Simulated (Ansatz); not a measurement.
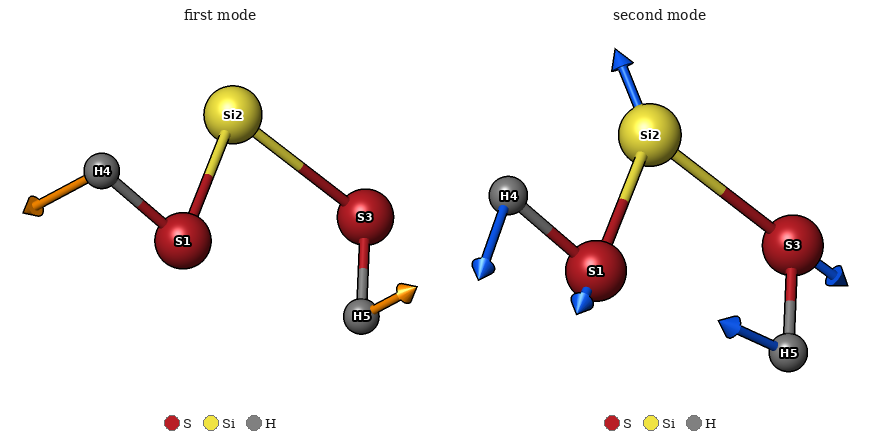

The system is H₂S₂Si, SMILES S[Si]S; the picture shows the reference structure; its two panels give the patterns of the first and the second mode as arrows. Coordinates scanned: (1) normal mode 3 (403 cm⁻¹); (2) normal mode 4 (492 cm⁻¹). Nothing is relaxed (straight displacements along the two mass-weighted modes). The scan uses an 11 × 11 grid; 66 points were computed and 55 follow by symmetry. Energies: kJ/mol, counted from the lowest grid point. All numbers below come from RHF-MP2, frozen core/def2-TZVP (Ansatz 0.2.0).

Its coordinates:

```csv
atom,x (Å),y (Å),z (Å)
S,-0.6382,-1.0280,-0.5423
Si,-0.6530,0.9661,0.2371
S,1.4287,1.1183,0.7350
H,-1.9490,-1.0372,-0.8219
H,1.8614,-0.0929,0.3507
```

Range: normal mode 3 (403 cm⁻¹) from −0.563 to 0.563 amu½·Å; normal mode 4 (492 cm⁻¹) from −0.821 to 0.821 amu½·Å.

> What landscape does the calculation give?

The lowest grid point is at normal mode 3 (403 cm⁻¹) = 0.000 amu½·Å, normal mode 4 (492 cm⁻¹) = 0.000 amu½·Å. No other kind of well shows on this grid. The highest grid point, normal mode 3 (403 cm⁻¹) = −0.563 amu½·Å, normal mode 4 (492 cm⁻¹) = −0.821 amu½·Å, lies 53.8 kJ/mol above the lowest.

```
normal mode 4 (492 cm⁻¹) ↓, normal mode 3 (403 cm⁻¹) →  −0.563  −0.451  −0.338  −0.225  −0.113  0.000  0.113  0.225  0.338  0.451  0.563
                                                 0.821    42.3    34.6    29.6    26.8    25.4   24.9   25.4   26.8   29.6   34.6   42.3
                                                 0.657    33.3    25.7    20.9    18.2    16.8   16.4   16.8   18.2   20.9   25.7   33.3
                                                 0.492    26.1    18.6    13.9    11.2     9.9    9.5    9.9   11.2   13.9   18.6   26.1
                                                 0.328    20.9    13.4     8.7     6.0     4.7    4.3    4.7    6.0    8.7   13.4   20.9
                                                 0.164    17.6    10.1     5.4     2.8     1.5    1.1    1.5    2.8    5.4   10.1   17.6
                                                 0.000    16.6     9.1     4.4     1.7     0.4    0.0    0.4    1.7    4.4    9.1   16.6
                                                −0.164    18.1    10.5     5.7     2.9     1.6    1.2    1.6    2.9    5.7   10.5   18.1
                                                −0.328    22.3    14.5     9.6     6.8     5.4    5.0    5.4    6.8    9.6   14.5   22.3
                                                −0.492    29.4    21.5    16.4    13.5    12.0   11.6   12.0   13.5   16.4   21.5   29.4
                                                −0.657    39.8    31.7    26.4    23.3    21.8   21.3   21.8   23.3   26.4   31.7   39.8
                                                −0.821    53.8    45.4    40.0    36.7    35.0   34.5   35.0   36.7   40.0   45.4   53.8
```

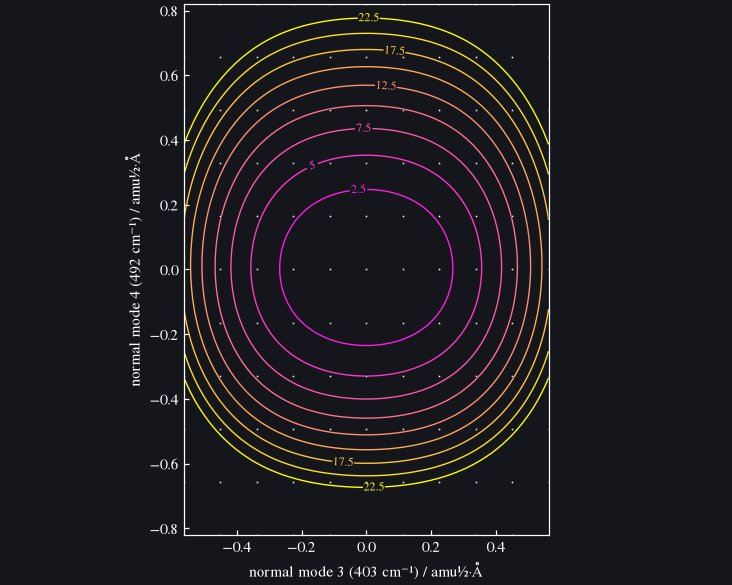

In the figure: contour lines labelled in kJ/mol (none above 22.5), dots at the grid points. Between grid points the surface is interpolated.

Time for the 66 points that were run: 5.7 min on 1 thread of Arm Neoverse V2, with other jobs on the host.
